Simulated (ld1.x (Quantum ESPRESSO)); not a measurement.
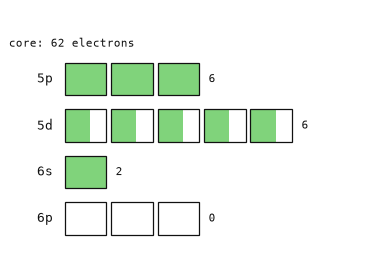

The valence shells of the reference configuration: a box for each of the 2l + 1 orbitals, shaded by the share of the shell that is filled, with the electron count at the right.

# Pseudopotential generation: Os (part 1 of 2)

System: osmium (Os, Z = 76), core [Kr] 4d10 4f14 5s2, reference valence 5p6 5d6 6s2 6p0, valence charge 14.
Method: TM potential, PBE, fully relativistic, made with ld1.x (Quantum ESPRESSO) 7.5.

## Input
```
 &input
   title='Os', zed=76., rel=2, dft='PBE', iswitch=3,
   config='[Xe] 4f14 5d6 6s2 6p0', rel_dist='average',
   nld=5, rlderiv=2.90, eminld=-6.0, emaxld=5.0, deld=0.02
 /
 &inputp
   pseudotype=2, tm=.true., lloc=-1, rcloc=1.45,
   nlcc=.true., new_core_ps=.true., rcore=0.84,
   file_pseudopw='Os.UPF', file_wfcaegen='ae.wfc', file_wfcncgen='nc.wfc', file_beta='beta', file_chi='chi'
 /
3
6S  1  0   2.00   0.00  2.65  2.65  0.0
5P  2  1   6.00   0.00  1.80  1.80  0.0
5D  3  2   6.00   0.00  1.35  1.35  0.0
 &test
   configts(1)='5p6 5d6 6s2 6p0'
 /
```

## Input of the test run
```
 &input
   title='Os', zed=76., rel=2, dft='PBE', iswitch=2,
   config='[Xe] 4f14 5d6 6s2 6p0', rel_dist='average'
 /
 &test
   file_pseudo='Os.UPF', nconf=8,
   configts(1)='5p6 5d6 6s2 6p0',
   configts(2)='5p6 5d6 6s1 6p0',
   configts(3)='5p6 5d6 6s0 6p0',
   configts(4)='5p6 5d5 6s0 6p0',
   configts(5)='5p6 5d7 6s0 6p0',
   configts(6)='5p6 5d4 6s0 6p0',
   configts(7)='5p6 5d6 6s1 6p1',
   configts(8)='5p6 5d6 6s1.5 6p0'
 /
```

Hardware: 1 CPU thread, shared host.

Launched with:
```bash
ld1.x < Os.in > Os.out
```

## Output
```
     Program LD1 v.7.5
     --------------------------- All-electron run ----------------------------

     Os
     dirac relativistic calculation

     atomic number is 76.00
     dft =PBE   lsd =0 sic =0 latt =0  beta=0.20 tr2=1.0E-14
     Exchange-correlation= PBE
                           (   1   4   3   4   0   0   0)
     mesh =1275 r(mesh) =  98.91557 a.u. xmin = -7.00 dx = 0.01250
     1 Ry =  13.60569312 eV, c = 137.03599908

     n l j   nl                  e(Ry)          e(Ha)          e(eV)
     Spin orbit split results
     1 0 0.5 1S 1( 2.00)     -5422.0010     -2711.0005    -73770.0814
     2 0 0.5 2S 1( 2.00)      -943.5825      -471.7912    -12838.0935
     2 1 0.5 2P 1( 2.00)      -903.2622      -451.6311    -12289.5079
     2 1 1.5 2P 1( 4.00)      -790.7043      -395.3521    -10758.0797
     3 0 0.5 3S 1( 2.00)      -219.5662      -109.7831     -2987.3505
     3 1 0.5 3P 1( 2.00)      -201.5625      -100.7813     -2742.3977
     3 1 1.5 3P 1( 4.00)      -177.0162       -88.5081     -2408.4278
     4 0 0.5 4S 1( 2.00)       -46.3346       -23.1673      -630.4150
     4 1 0.5 4P 1( 2.00)       -38.7843       -19.3921      -527.6871
     4 1 1.5 4P 1( 4.00)       -33.0191       -16.5096      -449.2479
     3 2 1.5 3D 1( 4.00)      -146.9216       -73.4608     -1998.9698
     3 2 2.5 3D 1( 6.00)      -141.6056       -70.8028     -1926.6426
     5 0 0.5 5S 1( 2.00)        -6.7130        -3.3565       -91.3347
     5 1 0.5 5P 1( 2.00)        -4.3875        -2.1938       -59.6950
     5 1 1.5 5P 1( 4.00)        -3.4884        -1.7442       -47.4615
     4 2 1.5 4D 1( 4.00)       -20.6471       -10.3236      -280.9184
     4 2 2.5 4D 1( 6.00)       -19.5795        -9.7897      -266.3924
     4 3 2.5 4F 1( 6.00)        -3.9248        -1.9624       -53.3995
     4 3 3.5 4F 1( 8.00)        -3.7186        -1.8593       -50.5945
     5 2 1.5 5D 1( 2.40)        -0.5072        -0.2536        -6.9004
     5 2 2.5 5D 1( 3.60)        -0.4302        -0.2151        -5.8533
     6 0 0.5 6S 1( 2.00)        -0.4523        -0.2261        -6.1535
     6 1 0.5 6P 1( 0.00)        -0.1239        -0.0619        -1.6857
     6 1 1.5 6P 1( 0.00)        -0.0835        -0.0418        -1.1363
     Averaged results
     1 0     1S 1( 2.00)     -5422.0010     -2711.0005    -73770.0814
     2 0     2S 1( 2.00)      -943.5825      -471.7912    -12838.0935
     2 1     2P 1( 6.00)      -828.2236      -414.1118    -11268.5558
     3 0     3S 1( 2.00)      -219.5662      -109.7831     -2987.3505
     3 1     3P 1( 6.00)      -185.1983       -92.5991     -2519.7511
     4 0     4S 1( 2.00)       -46.3346       -23.1673      -630.4150
     4 1     4P 1( 6.00)       -34.9408       -17.4704      -475.3943
     3 2     3D 1(10.00)      -143.7320       -71.8660     -1955.5735
     5 0     5S 1( 2.00)        -6.7130        -3.3565       -91.3347
     5 1     5P 1( 6.00)        -3.7881        -1.8940       -51.5393
     4 2     4D 1(10.00)       -20.0065       -10.0033      -272.2028
     4 3     4F 1(14.00)        -3.8070        -1.9035       -51.7966
     5 2     5D 1( 6.00)        -0.4610        -0.2305        -6.2721
     6 0     6S 1( 2.00)        -0.4523        -0.2261        -6.1535
     6 1     6P 1( 0.00)        -0.0970        -0.0485        -1.3194

     final scf error:  6.7E-15 reached in  30 iterations

     Etot =  -34563.556968 Ry,  -17281.778484 Ha, -470261.149349 eV

     Ekin =   39247.578381 Ry,   19623.789191 Ha,  533990.507278 eV
     Encl =  -86619.588628 Ry,  -43309.794314 Ha,-1178519.541317 eV
     Eh   =   13490.165745 Ry,    6745.082873 Ha,  183543.055305 eV
     Exc  =    -681.712466 Ry,    -340.856233 Ha,   -9275.170616 eV

     normalization and overlap integrals

     s(1S/1S) =  1.000000  <r> =   0.0177  <r2> =    0.0004  r(max) =   0.0110
     s(2S/2S) =  1.000000  <r> =   0.0742  <r2> =    0.0066  r(max) =   0.0636
     s(2P/2P) =  1.000000  <r> =   0.0613  <r2> =    0.0047  r(max) =   0.0477
     s(2P/2P) =  1.000000  <r> =   0.0695  <r2> =    0.0059  r(max) =   0.0540
     s(3S/3S) =  1.000000  <r> =   0.1933  <r2> =    0.0429  r(max) =   0.1794
     s(3P/3P) =  1.000000  <r> =   0.1835  <r2> =    0.0393  r(max) =   0.1685
     s(3P/3P) =  1.000000  <r> =   0.1986  <r2> =    0.0458  r(max) =   0.1816
     s(4S/4S) =  1.000000  <r> =   0.4317  <r2> =    0.2106  r(max) =   0.4042
     s(4P/4P) =  1.000000  <r> =   0.4357  <r2> =    0.2163  r(max) =   0.4042
     s(4P/4P) =  1.000000  <r> =   0.4693  <r2> =    0.2505  r(max) =   0.4357
     s(3D/3D) =  1.000000  <r> =   0.1734  <r2> =    0.0353  r(max) =   0.1432
     s(3D/3D) =  1.000000  <r> =   0.1781  <r2> =    0.0371  r(max) =   0.1469
     s(5S/5S) =  1.000000  <r> =   1.0068  <r2> =    1.1385  r(max) =   0.9110
     s(5P/5P) =  1.000000  <r> =   1.0999  <r2> =    1.3697  r(max) =   0.9697
     s(5P/5P) =  1.000000  <r> =   1.2009  <r2> =    1.6352  r(max) =   1.0584
     s(4D/4D) =  1.000000  <r> =   0.4825  <r2> =    0.2697  r(max) =   0.4303
     s(4D/4D) =  1.000000  <r> =   0.4938  <r2> =    0.2823  r(max) =   0.4412
     s(4F/4F) =  1.000000  <r> =   0.5525  <r2> =    0.3765  r(max) =   0.4042
     s(4F/4F) =  1.000000  <r> =   0.5607  <r2> =    0.3882  r(max) =   0.4093
     s(5D/5D) =  1.000000  <r> =   1.7695  <r2> =    3.7801  r(max) =   1.3255
     s(5D/5D) =  1.000000  <r> =   1.8538  <r2> =    4.1740  r(max) =   1.3761
     s(6S/6S) =  1.000000  <r> =   2.9810  <r2> =   10.1868  r(max) =   2.4763
     s(6P/6P) =  1.000000  <r> =   4.2506  <r2> =   21.4025  r(max) =   3.2601
     s(6P/6P) =  1.000000  <r> =   4.8821  <r2> =   28.3386  r(max) =   3.6942

     ------------------------ End of All-electron run ------------------------

     --------------------- Generating NC pseudopotential ---------------------

      Generating local potential from pseudized AE potential:
      Matching radius rcloc =   1.4500

      Local pseudo, rcloc= 1.447 Estimated cut-off energy=    12.07 Ry

      Computing core charge for nlcc:

       r > 0.85 : true rho core
      Core charge pseudized with two Bessel functions
      Integrated core pseudo-charge :  26.79

     Fully relativistic calculation: |psi|^2

     Wfc 6S LC norm =  0.99994473 SC norm =  0.00005304 missing  0.00000222

     Wfc 5P LC norm =  0.99959228 SC norm =  0.00040771 missing  0.00000001

     Wfc 5P LC norm =  0.99965355 SC norm =  0.00034641 missing  0.00000004

     Wfc 5D LC norm =  0.99983298 SC norm =  0.00016699 missing  0.00000003

     Wfc 5D LC norm =  0.99984649 SC norm =  0.00015176 missing  0.00000175

      Wfc   6S  rcut= 2.636  Using Troullier-Martins method

      Wfc   5P  rcut= 1.812  Using Troullier-Martins method

      Wfc   5P  rcut= 1.812  Using Troullier-Martins method

      Wfc   5D  rcut= 1.342  Using Troullier-Martins method

      Wfc   5D  rcut= 1.342  Using Troullier-Martins method

     ------------------- End of pseudopotential generation -------------------

     --------------------------- All-electron run ----------------------------

     Os
     dirac relativistic calculation

     atomic number is 76.00
     dft =PBE   lsd =0 sic =0 latt =0  beta=0.20 tr2=1.0E-14
     Exchange-correlation= PBE
                           (   1   4   3   4   0   0   0)
     mesh =1275 r(mesh) =  98.91557 a.u. xmin = -7.00 dx = 0.01250
     1 Ry =  13.60569312 eV, c = 137.03599908

     n l j   nl                  e(Ry)          e(Ha)          e(eV)
     Spin orbit split results
     1 0 0.5 1S 1( 2.00)     -5422.0010     -2711.0005    -73770.0814
     2 0 0.5 2S 1( 2.00)      -943.5825      -471.7912    -12838.0935
     2 1 0.5 2P 1( 2.00)      -903.2622      -451.6311    -12289.5079
     2 1 1.5 2P 1( 4.00)      -790.7043      -395.3521    -10758.0797
     3 0 0.5 3S 1( 2.00)      -219.5662      -109.7831     -2987.3505
     3 1 0.5 3P 1( 2.00)      -201.5625      -100.7813     -2742.3977
     3 1 1.5 3P 1( 4.00)      -177.0162       -88.5081     -2408.4278
     4 0 0.5 4S 1( 2.00)       -46.3346       -23.1673      -630.4150
     4 1 0.5 4P 1( 2.00)       -38.7843       -19.3921      -527.6871
     4 1 1.5 4P 1( 4.00)       -33.0191       -16.5096      -449.2479
     3 2 1.5 3D 1( 4.00)      -146.9216       -73.4608     -1998.9698
     3 2 2.5 3D 1( 6.00)      -141.6056       -70.8028     -1926.6426
     5 0 0.5 5S 1( 2.00)        -6.7130        -3.3565       -91.3347
     5 1 0.5 5P 1( 2.00)        -4.3875        -2.1938       -59.6950
     5 1 1.5 5P 1( 4.00)        -3.4884        -1.7442       -47.4615
     4 2 1.5 4D 1( 4.00)       -20.6471       -10.3236      -280.9184
     4 2 2.5 4D 1( 6.00)       -19.5795        -9.7897      -266.3924
     4 3 2.5 4F 1( 6.00)        -3.9248        -1.9624       -53.3995
     4 3 3.5 4F 1( 8.00)        -3.7186        -1.8593       -50.5945
     5 2 1.5 5D 1( 2.40)        -0.5072        -0.2536        -6.9004
     5 2 2.5 5D 1( 3.60)        -0.4302        -0.2151        -5.8533
     6 0 0.5 6S 1( 2.00)        -0.4523        -0.2261        -6.1535
     6 1 0.5 6P 1( 0.00)        -0.1239        -0.0619        -1.6857
     6 1 1.5 6P 1( 0.00)        -0.0835        -0.0418        -1.1363
     Averaged results
     1 0     1S 1( 2.00)     -5422.0010     -2711.0005    -73770.0814
     2 0     2S 1( 2.00)      -943.5825      -471.7912    -12838.0935
     2 1     2P 1( 6.00)      -828.2236      -414.1118    -11268.5558
     3 0     3S 1( 2.00)      -219.5662      -109.7831     -2987.3505
     3 1     3P 1( 6.00)      -185.1983       -92.5991     -2519.7511
     4 0     4S 1( 2.00)       -46.3346       -23.1673      -630.4150
     4 1     4P 1( 6.00)       -34.9408       -17.4704      -475.3943
     3 2     3D 1(10.00)      -143.7320       -71.8660     -1955.5735
     5 0     5S 1( 2.00)        -6.7130        -3.3565       -91.3347
     5 1     5P 1( 6.00)        -3.7881        -1.8940       -51.5393
     4 2     4D 1(10.00)       -20.0065       -10.0033      -272.2028
     4 3     4F 1(14.00)        -3.8070        -1.9035       -51.7966
     5 2     5D 1( 6.00)        -0.4610        -0.2305        -6.2721
     6 0     6S 1( 2.00)        -0.4523        -0.2261        -6.1535
     6 1     6P 1( 0.00)        -0.0970        -0.0485        -1.3194

     final scf error:  6.7E-15 reached in  30 iterations

     Etot =  -34563.556968 Ry,  -17281.778484 Ha, -470261.149349 eV

     Ekin =   39247.578381 Ry,   19623.789191 Ha,  533990.507278 eV
     Encl =  -86619.588628 Ry,  -43309.794314 Ha,-1178519.541317 eV
     Eh   =   13490.165745 Ry,    6745.082873 Ha,  183543.055305 eV
     Exc  =    -681.712466 Ry,    -340.856233 Ha,   -9275.170616 eV

     normalization and overlap integrals

     s(1S/1S) =  1.000000  <r> =   0.0177  <r2> =    0.0004  r(max) =   0.0110
     s(2S/2S) =  1.000000  <r> =   0.0742  <r2> =    0.0066  r(max) =   0.0636
     s(2P/2P) =  1.000000  <r> =   0.0613  <r2> =    0.0047  r(max) =   0.0477
     s(2P/2P) =  1.000000  <r> =   0.0695  <r2> =    0.0059  r(max) =   0.0540
     s(3S/3S) =  1.000000  <r> =   0.1933  <r2> =    0.0429  r(max) =   0.1794
     s(3P/3P) =  1.000000  <r> =   0.1835  <r2> =    0.0393  r(max) =   0.1685
     s(3P/3P) =  1.000000  <r> =   0.1986  <r2> =    0.0458  r(max) =   0.1816
     s(4S/4S) =  1.000000  <r> =   0.4317  <r2> =    0.2106  r(max) =   0.4042
     s(4P/4P) =  1.000000  <r> =   0.4357  <r2> =    0.2163  r(max) =   0.4042
     s(4P/4P) =  1.000000  <r> =   0.4693  <r2> =    0.2505  r(max) =   0.4357
     s(3D/3D) =  1.000000  <r> =   0.1734  <r2> =    0.0353  r(max) =   0.1432
     s(3D/3D) =  1.000000  <r> =   0.1781  <r2> =    0.0371  r(max) =   0.1469
     s(5S/5S) =  1.000000  <r> =   1.0068  <r2> =    1.1385  r(max) =   0.9110
     s(5P/5P) =  1.000000  <r> =   1.0999  <r2> =    1.3697  r(max) =   0.9697
     s(5P/5P) =  1.000000  <r> =   1.2009  <r2> =    1.6352  r(max) =   1.0584
     s(4D/4D) =  1.000000  <r> =   0.4825  <r2> =    0.2697  r(max) =   0.4303
     s(4D/4D) =  1.000000  <r> =   0.4938  <r2> =    0.2823  r(max) =   0.4412
     s(4F/4F) =  1.000000  <r> =   0.5525  <r2> =    0.3765  r(max) =   0.4042
     s(4F/4F) =  1.000000  <r> =   0.5607  <r2> =    0.3882  r(max) =   0.4093
     s(5D/5D) =  1.000000  <r> =   1.7695  <r2> =    3.7801  r(max) =   1.3255
     s(5D/5D) =  1.000000  <r> =   1.8538  <r2> =    4.1740  r(max) =   1.3761
     s(6S/6S) =  1.000000  <r> =   2.9810  <r2> =   10.1868  r(max) =   2.4763
     s(6P/6P) =  1.000000  <r> =   4.2506  <r2> =   21.4025  r(max) =   3.2601
     s(6P/6P) =  1.000000  <r> =   4.8821  <r2> =   28.3386  r(max) =   3.6942

     ------------------------ End of All-electron run ------------------------

     Computing logarithmic derivative in   2.89515
     Computing logarithmic derivative in   2.89515
     Computing the partial wave expansion
     R is outside the sphere for l=    0 j= 0.50
     R is outside the sphere for l=    1 j= 0.50
     R is outside the sphere for l=    1 j= 1.50
     R is outside the sphere for l=    2 j= 1.50
     R is outside the sphere for l=    2 j= 2.50

     ---------------------- Testing the pseudopotential ----------------------

     Os
     dirac relativistic calculation

     atomic number is 76.00   valence charge is 14.00
     dft =PBE   lsd =0 sic =0 latt =0  beta=0.20 tr2=1.0E-14
     mesh =1275 r(mesh) =  98.91557 xmin = -7.00 dx = 0.01250

     n l  j  nl             e AE (Ry)       e PS (Ry)    De AE-PS (Ry)
     2 1 0.5 5P   1( 2.00)       -4.38750       -4.38750       -0.00000
     2 1 1.5 5P   1( 4.00)       -3.48835       -3.48836        0.00000
     3 2 1.5 5D   1( 2.40)       -0.50717       -0.50709       -0.00008
     3 2 2.5 5D   1( 3.60)       -0.43021       -0.43022        0.00002
     1 0 0.5 6S   1( 2.00)       -0.45228       -0.45228        0.00000
     3 1 0.5 6P   1( 0.00)       -0.12390       -0.12953        0.00563  !
     3 1 1.5 6P   1( 0.00)       -0.08352       -0.08739        0.00388

     eps = 6.6E-16  iter = 10

     Etot =  -34563.556968 Ry,  -17281.778484 Ha, -470261.149349 eV
     Etotps =  -224.999473 Ry,    -112.499736 Ha,   -3061.273778 eV

     Ekin =      49.268745 Ry,      24.634372 Ha,     670.335420 eV
     Encl =    -282.556904 Ry,    -141.278452 Ha,   -3844.382522 eV
     Ehrt =     107.494320 Ry,      53.747160 Ha,    1462.534734 eV
     Ecxc =    -114.537499 Ry,     -57.268749 Ha,   -1558.362061 eV
     (Ecc =     -94.039095 Ry,     -47.019548 Ha,   -1279.467070 eV)
     Epseu=      15.331865 Ry,       7.665933 Ha,     208.600651 eV

     ---------------------- End of pseudopotential test ----------------------
```

## Output of the test run (extracts)
```
     ---------------------- Testing the pseudopotential ----------------------

     Os
     dirac relativistic calculation

     atomic number is 76.00   valence charge is 14.00
     dft =PBE   lsd =0 sic =0 latt =0  beta=0.20 tr2=1.0E-14
     mesh =1275 r(mesh) =  98.91557 xmin = -7.00 dx = 0.01250

     n l  j  nl             e AE (Ry)       e PS (Ry)    De AE-PS (Ry)
     2 1 0.5 5P   1( 2.00)       -4.38750       -4.38750       -0.00000
     2 1 1.5 5P   1( 4.00)       -3.48835       -3.48836        0.00000
     3 2 1.5 5D   1( 2.40)       -0.50717       -0.50709       -0.00008
     3 2 2.5 5D   1( 3.60)       -0.43021       -0.43022        0.00002
     1 0 0.5 6S   1( 2.00)       -0.45228       -0.45228        0.00000
     3 1 0.5 6P   1( 0.00)       -0.12390       -0.12953        0.00563  !
     3 1 1.5 6P   1( 0.00)       -0.08352       -0.08739        0.00388

     eps = 7.3E-16  iter = 10

     Etot =  -34563.556968 Ry,  -17281.778484 Ha, -470261.149350 eV
     Etotps =  -224.999473 Ry,    -112.499736 Ha,   -3061.273777 eV

     Ekin =      49.268745 Ry,      24.634372 Ha,     670.335421 eV
     Encl =    -282.556904 Ry,    -141.278452 Ha,   -3844.382522 eV
     Ehrt =     107.494320 Ry,      53.747160 Ha,    1462.534734 eV
     Ecxc =    -114.537499 Ry,     -57.268749 Ha,   -1558.362061 eV
     (Ecc =     -94.039095 Ry,     -47.019548 Ha,   -1279.467070 eV)
     Epseu=      15.331865 Ry,       7.665933 Ha,     208.600651 eV

     ---------------------- End of pseudopotential test ----------------------

     ---------------------- Testing the pseudopotential ----------------------

     Os
     dirac relativistic calculation

     atomic number is 76.00   valence charge is 14.00
     dft =PBE   lsd =0 sic =0 latt =0  beta=0.20 tr2=1.0E-14
     mesh =1275 r(mesh) =  98.91557 xmin = -7.00 dx = 0.01250

     n l  j  nl             e AE (Ry)       e PS (Ry)    De AE-PS (Ry)
     2 1 0.5 5P   1( 2.00)       -4.97974       -4.97305       -0.00669  !
     2 1 1.5 5P   1( 4.00)       -4.08172       -4.07626       -0.00547  !
     3 2 1.5 5D   1( 2.40)       -1.08782       -1.08595       -0.00187
     3 2 2.5 5D   1( 3.60)       -1.00764       -1.00613       -0.00151
     1 0 0.5 6S   1( 1.00)       -0.96597       -0.96705        0.00108
     3 1 0.5 6P   1( 0.00)       -0.57236       -0.58185        0.00949  !
     3 1 1.5 6P   1( 0.00)       -0.50382       -0.51147        0.00765  !

     eps = 5.0E-16  iter =  9

     Etot =  -34562.852513 Ry,  -17281.426256 Ha, -470251.564741 eV
     Etotps =  -224.294558 Ry,    -112.147279 Ha,   -3051.682925 eV
     dEtot_ae =       0.704456 Ry
     dEtot_ps =       0.704915 Ry,   Delta E=      -0.000459 Ry

     Ekin =      49.815479 Ry,      24.907740 Ha,     677.774122 eV
     Encl =    -274.523622 Ry,    -137.261811 Ha,   -3735.084156 eV
     Ehrt =      99.607019 Ry,      49.803509 Ha,    1355.222531 eV
     Ecxc =    -114.151387 Ry,     -57.075694 Ha,   -1553.108743 eV
     (Ecc =     -94.039095 Ry,     -47.019548 Ha,   -1279.467070 eV)
     Epseu=      14.957953 Ry,       7.478977 Ha,     203.513320 eV

     ---------------------- End of pseudopotential test ----------------------

     ---------------------- Testing the pseudopotential ----------------------

     Os
     dirac relativistic calculation

     atomic number is 76.00   valence charge is 14.00
     dft =PBE   lsd =0 sic =0 latt =0  beta=0.20 tr2=1.0E-14
     mesh =1275 r(mesh) =  98.91557 xmin = -7.00 dx = 0.01250

     n l  j  nl             e AE (Ry)       e PS (Ry)    De AE-PS (Ry)
     2 1 0.5 5P   1( 2.00)       -5.64872       -5.63471       -0.01401  !
     2 1 1.5 5P   1( 4.00)       -4.75063       -4.73947       -0.01115  !
     3 2 1.5 5D   1( 2.40)       -1.73506       -1.73196       -0.00310
     3 2 2.5 5D   1( 3.60)       -1.65100       -1.64857       -0.00243
     1 0 0.5 6S   1( 0.00)       -1.52818       -1.53192        0.00374
     3 1 0.5 6P   1( 0.00)       -1.07864       -1.09278        0.01414  !
     3 1 1.5 6P   1( 0.00)       -0.98489       -0.99718        0.01229  !

     eps = 8.2E-16  iter = 10

     Etot =  -34561.609021 Ry,  -17280.804510 Ha, -470234.646171 eV
     Etotps =  -223.048836 Ry,    -111.524418 Ha,   -3034.734010 eV
     dEtot_ae =       1.947948 Ry
     dEtot_ps =       1.950637 Ry,   Delta E=      -0.002689 Ry

     Ekin =      50.395508 Ry,      25.197754 Ha,     685.665819 eV
     Encl =    -265.434997 Ry,    -132.717498 Ha,   -3611.427107 eV
     Ehrt =      91.344165 Ry,      45.672083 Ha,    1242.800681 eV
     Ecxc =    -113.732610 Ry,     -56.866305 Ha,   -1547.410995 eV
     (Ecc =     -94.039095 Ry,     -47.019548 Ha,   -1279.467070 eV)
     Epseu=      14.379098 Ry,       7.189549 Ha,     195.637592 eV

     ---------------------- End of pseudopotential test ----------------------
```

(Continued in part 2.) Outcome of the run: generated, with a ghost state.
